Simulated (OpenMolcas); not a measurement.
# Si2H4OF2 (SMILES O[SiH](F)[SiH2]F): levels of theory compared

We compute a comparison of 6 runs (BHLYP/def2-SVP, BLYP/def2-SVP, M06-L/def2-SVP, PBE/def2-SVP, SVWN5/def2-SVP, revPBE/def2-SVP) of Si2H4OF2. 

The results are computed with OpenMolcas 26.06.

1 further run of the same task is left out (set aside as unsound or not needed).

**1. The molecule**

Si2H4OF2: 9 atoms, total charge 0, spin state singlet. As SMILES, `O[SiH](F)[SiH2]F`. The coordinates come from a PBE0-D4/def2-TZVP relaxation. This is one conformer, not always the lowest.

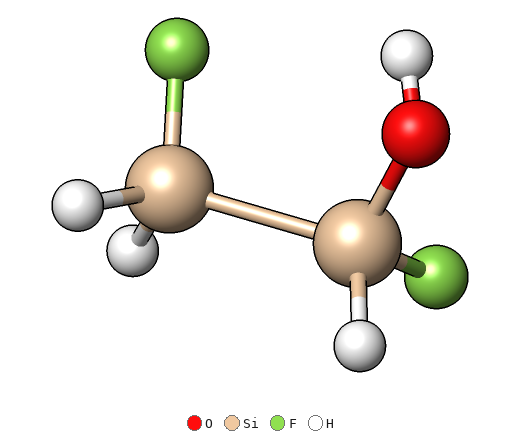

The structure, seen from a chosen angle (oxygen red, silicon light orange, fluorine green, hydrogen white).

**2. Energy and gradient at BHLYP/def2-SVP (run 1)**

mol.xyz

```xyz
9

O      0.844300     1.766700    -0.485000
Si     0.969400     0.137800    -0.453100
F      0.986700    -0.459700    -1.938500
Si    -0.894000    -0.772400     0.668300
F     -2.133900     0.202600     0.333800
H     -0.014200     2.154900    -0.665100
H      2.284600    -0.163900     0.153800
H     -1.253000    -2.143900     0.226600
H     -0.701500    -0.768300     2.142300
```

test.inp

```
&GATEWAY
BasLib = $CurrDir
Coord = mol.xyz
Basis = def2-SVP
Group = NoSym
&SEWARD
GridInput
Grid=UltraFine
End of Grid
&SCF
KSDFT = HYB_GGA_XC_BHANDHLYP
Thresholds = 1e-10 1e-07 1e-07 1e-05
PrOrbitals = 1
&ALASKA
```

The basis set def2-SVP is read from a file made from the Basis Set Exchange's data (not shown).

Started as:

```
$ export MOLCAS_MEM=1860
$ pymolcas test.inp > test.log
```

The program printed:

```text
--- Start Module: gateway ---
[...]
--- Stop Module: gateway /rc=_RC_ALL_IS_WELL_ ---
[...]
      Basis functions           98
[...]
--- Start Module: scf ---
[...]
       Convergence after  13 Iterations
[...]
::    Total KS-DFT energy                            -855.9378596762
[...]
      Total spin, S                                     0.0000000000
[...]
      Total electronic charge=   58.000000
      Total            charge=   -0.000000
[...]
      Dipole Moment (debye):
      Origin of the operator (angstrom)=   -0.0514    0.0412   -0.2663
                   X= -2.2948E-01               Y= -3.3474E-01               Z=  1.1251E+00           Total=  1.1961E+00
      Quadrupole Moment (debye*angstrom):
[...]
--- Stop Module: scf /rc=_RC_ALL_IS_WELL_ ---
[...]
--- Start Module: alaska ---
[...]
 *              Molecular gradients               *
 **************************************************
  Irreducible representation: a
 ------------------------------------------------------------------------------------------
                              X                       Y                       Z
 ------------------------------------------------------------------------------------------
  O1                7.12852073460368E-03   -6.26637723096124E-03    1.34942007366745E-03
  SI2              -4.57592653938299E-03    1.38568342533540E-03   -1.27159728031971E-02
  F3                8.71147582525378E-04    3.99592738810384E-03    1.01128206250785E-02
  SI4              -7.78958848081590E-03    8.41672417192108E-03   -3.05842737997075E-03
  F5                6.83351569722390E-03   -6.64516396861892E-03    2.47925672484173E-03
  H6               -4.72290364976047E-03    1.06082310148548E-03   -7.73548380880618E-04
  H7                3.35932655566040E-03    4.39572594150395E-04    8.54520936719005E-04
  H8               -1.07349010157431E-03   -2.25996481577972E-03   -6.94079012740323E-04
[...]
--- Stop Module: alaska /rc=_RC_ALL_IS_WELL_ ---
[...]
```

Run time: 34 s. Hardware: 1 thread of AMD EPYC 7R43 (Zen 3), shared host; peak memory 0.54 GiB.

**3. Energy and gradient at BLYP/def2-SVP (run 2)**

run.input

```
* F2H4OSi2 Kohn-Sham DFT
>>> EXPORT MOLCAS_PRINT=2

&GATEWAY
  BasLib=$CurrDir
  Coord
  9
  angstrom
  O        0.844300       1.766700      -0.485000
  Si       0.969400       0.137800      -0.453100
  F        0.986700      -0.459700      -1.938500
  Si      -0.894000      -0.772400       0.668300
  F       -2.133900       0.202600       0.333800
  H       -0.014200       2.154900      -0.665100
  H        2.284600      -0.163900       0.153800
  H       -1.253000      -2.143900       0.226600
  H       -0.701500      -0.768300       2.142300
  Basis=def2-SVP
  Group=NoSym

&SEWARD
  GridInput
  Grid=UltraFine
  End of Grid

&SCF
  KSDFT=BLYP
  Thresholds=1e-10 1e-07 1e-07 1e-05
  PrOrbitals=1 2

&ALASKA
```

The basis set def2-SVP is read from a file made from the Basis Set Exchange's data (not shown).

Started as:

```
$ export MOLCAS_MEM=1860
$ pymolcas run.input > run.log
```

The program printed:

```text
--- Start Module: gateway ---
[...]
--- Stop Module: gateway /rc=_RC_ALL_IS_WELL_ ---
[...]
      Basis functions           98
[...]
--- Start Module: scf ---
[...]
       Convergence after  15 Iterations
[...]
::    Total KS-DFT energy                            -855.9974944941
[...]
      Total spin, S                                     0.0000000000
[...]
      Total electronic charge=   58.000000
      Total            charge=   -0.000000
[...]
      Dipole Moment (debye):
      Origin of the operator (angstrom)=   -0.0514    0.0412   -0.2663
                   X= -3.3802E-01               Y=  2.5936E-02               Z=  7.6037E-01           Total=  8.3252E-01
      Quadrupole Moment (debye*angstrom):
[...]
--- Stop Module: scf /rc=_RC_ALL_IS_WELL_ ---
[...]
--- Start Module: alaska ---
[...]
 *              Molecular gradients               *
 **************************************************
  Irreducible representation: a
 ------------------------------------------------------------------------------------------
                              X                       Y                       Z
 ------------------------------------------------------------------------------------------
  O1               -1.10735915989881E-02   -1.86935747853063E-02   -2.93315565450125E-03
  SI2              -1.35253900445242E-03    1.07083262572045E-02   -2.40747212165680E-02
  F3                1.15679375368938E-04    1.19466975979492E-02    2.88916261639400E-02
  SI4              -1.81333442418387E-02    1.31468664066876E-02   -3.72887712244996E-03
  F5                2.16294383846289E-02   -1.78246589778226E-02    6.33014016316769E-03
  H6                1.35858068153079E-02   -6.39369066320405E-03    2.73688543438655E-03
  H7               -4.40308854297466E-03    1.03224719590167E-03   -2.70584193281742E-03
  H8                8.11849414125598E-04    5.62936167080874E-03    1.20175047661508E-03
[...]
--- Stop Module: alaska /rc=_RC_ALL_IS_WELL_ ---
[...]
```

It took 37 s on 1 thread of AMD EPYC 7R43 (Zen 3), shared host; peak memory 0.55 GiB.

Run 3 isn't shown in full; the table further down has it.

**4. Energy and forces at PBE/def2-SVP (run 4)**

mol.xyz is that of step 2.

test.inp

```
* F2H4OSi2 Kohn-Sham DFT
>>> EXPORT MOLCAS_PRINT=2

&gateway
  baslib=$CurrDir
  coord=mol.xyz
  basis=def2-SVP
  group=NoSym

&seward
  gridinput
  Grid=UltraFine
  End of Grid

&scf
  ksdft=PBE
  thresholds=1e-10 1e-07 1e-07 1e-05
  prorbitals=0

&alaska
```

The basis set def2-SVP is read from a file made from the Basis Set Exchange's data (not shown).

Started as:

```
$ export MOLCAS_MEM=1860
$ pymolcas test.inp > test.log
```

The program printed:

```text
--- Start Module: gateway ---
[...]
--- Stop Module: gateway /rc=_RC_ALL_IS_WELL_ ---
[...]
      Basis functions           98
[...]
--- Start Module: scf ---
[...]
       Convergence after  15 Iterations
[...]
::    Total KS-DFT energy                            -855.4671791980
[...]
      Total spin, S                                     0.0000000000
[...]
      Total electronic charge=   58.000000
      Total            charge=   -0.000000
[...]
      Dipole Moment (debye):
      Origin of the operator (angstrom)=   -0.0514    0.0412   -0.2663
                   X= -3.2642E-01               Y=  2.4096E-02               Z=  7.7853E-01           Total=  8.4453E-01
      Quadrupole Moment (debye*angstrom):
[...]
--- Stop Module: scf /rc=_RC_ALL_IS_WELL_ ---
[...]
--- Start Module: alaska ---
[...]
 *              Molecular gradients               *
 **************************************************
  Irreducible representation: a
 ------------------------------------------------------------------------------------------
                              X                       Y                       Z
 ------------------------------------------------------------------------------------------
  O1               -1.03580620194865E-02   -1.72614924534678E-02   -2.86877238236372E-03
  SI2               1.74551235869558E-03    9.38316128495664E-03   -2.26213427562492E-02
  F3                2.14648410525875E-04    1.13278597030764E-02    2.70911334610098E-02
  SI4              -1.84664924029790E-02    1.02941594832782E-02   -1.60836317739310E-03
  F5                2.03054420580635E-02   -1.69894421712780E-02    6.06827131128496E-03
  H6                1.24871753749209E-02   -5.05796186357133E-03    2.37556214080747E-03
  H7               -5.51187432703770E-03    1.22153956936666E-03   -3.21570654074588E-03
  H8                1.02915636448153E-03    6.72459859281371E-03    1.65618043661531E-03
[...]
--- Stop Module: alaska /rc=_RC_ALL_IS_WELL_ ---
[...]
```

It took 38 s on 1 thread of AMD EPYC 7R43 (Zen 3), shared host; peak memory 0.54 GiB.

Run 5 isn't shown in full; the table further down has it.

**5. Energy and forces at revPBE/def2-SVP (run 6)**

test.inp

```
&GATEWAY
BasLib=$CurrDir
Coord
9
angstrom
O        0.844300       1.766700      -0.485000
Si       0.969400       0.137800      -0.453100
F        0.986700      -0.459700      -1.938500
Si      -0.894000      -0.772400       0.668300
F       -2.133900       0.202600       0.333800
H       -0.014200       2.154900      -0.665100
H        2.284600      -0.163900       0.153800
H       -1.253000      -2.143900       0.226600
H       -0.701500      -0.768300       2.142300
Basis=def2-SVP
Group=NoSym
&SEWARD
GridInput
Grid=UltraFine
End of Grid
&SCF
KSDFT=revPBE
Thresholds=1e-10 1e-07 1e-07 1e-05
PrOrbitals=0
&ALASKA
```

The basis set def2-SVP is read from a file made from the Basis Set Exchange's data (not shown).

Started as:

```
$ export MOLCAS_MEM=1860
$ pymolcas test.inp > test.log
```

The program printed:

```text
--- Start Module: gateway ---
[...]
--- Stop Module: gateway /rc=_RC_ALL_IS_WELL_ ---
[...]
      Basis functions           98
[...]
--- Start Module: scf ---
[...]
       Convergence after  16 Iterations
[...]
::    Total KS-DFT energy                            -855.8203768386
[...]
      Total spin, S                                     0.0000000000
[...]
      Total electronic charge=   58.000000
      Total            charge=   -0.000000
[...]
      Dipole Moment (debye):
      Origin of the operator (angstrom)=   -0.0514    0.0412   -0.2663
                   X= -3.2826E-01               Y=  3.2315E-02               Z=  7.5885E-01           Total=  8.2744E-01
      Quadrupole Moment (debye*angstrom):
[...]
--- Stop Module: scf /rc=_RC_ALL_IS_WELL_ ---
[...]
--- Start Module: alaska ---
[...]
 *              Molecular gradients               *
 **************************************************
  Irreducible representation: a
 ------------------------------------------------------------------------------------------
                              X                       Y                       Z
 ------------------------------------------------------------------------------------------
  O1               -1.01498521915211E-02   -2.16149869736597E-02   -2.91617252490683E-03
  SI2               5.38473574371423E-04    1.10518334454657E-02   -2.51852987241898E-02
  F3                6.29008803998410E-05    1.30606511322764E-02    3.10890328879374E-02
  SI4              -2.00597987464800E-02    1.28968067819848E-02   -3.11882220394821E-03
  F5                2.35639386256850E-02   -1.92787335042510E-02    6.84306425000347E-03
  H6                1.23687914747102E-02   -5.13731354415548E-03    2.42281189368088E-03
  H7               -5.96015922316440E-03    1.34604779025516E-03   -3.49979611350593E-03
  H8                1.11356204180768E-03    7.18684241190726E-03    1.71857121799501E-03
[...]
--- Stop Module: alaska /rc=_RC_ALL_IS_WELL_ ---
[...]
```

Run time: 39 s. Hardware: 1 thread of AMD EPYC 7R43 (Zen 3), shared host; peak memory 0.54 GiB.

**6. The series**

```tsv
run	level	energy (Eh)	dipole moment (D)	HOMO energy (eV)	LUMO energy (eV)	wall time
1	BHLYP/def2-SVP	-855.937860	1.20	-9.42	0.21	34 s
2	BLYP/def2-SVP	-855.997494	0.83	-6.62	-1.36	37 s
3	M06-L/def2-SVP	-856.007436	0.99	-7.11	-1.24	43 s
4	PBE/def2-SVP	-855.467179	0.84	-6.76	-1.56	38 s
5	SVWN5/def2-SVP	-851.908090	0.90	-6.84	-1.81	30 s
6	revPBE/def2-SVP	-855.820377	0.83	-6.73	-1.45	39 s
```

**7. Outcome**

```
                       quantity          value
            run 6: total energy  -855.82038 Eh
           run 6: dipole moment         0.83 D
             run 6: HOMO energy       -6.73 eV
             run 6: LUMO energy       -1.45 eV
           run 6: HOMO–LUMO gap        5.28 eV
run 6: largest force on an atom     1.734 eV/Å
```

The dipole moment (its size) runs from 0.83 D (revPBE/def2-SVP) to 1.20 D (BHLYP/def2-SVP). The HOMO–LUMO gap runs from 5.03 eV (SVWN5/def2-SVP) to 9.63 eV (BHLYP/def2-SVP). Totals of different functionals can't be ranked against each other. All runs together took 3.7 min, the longest 43 s.
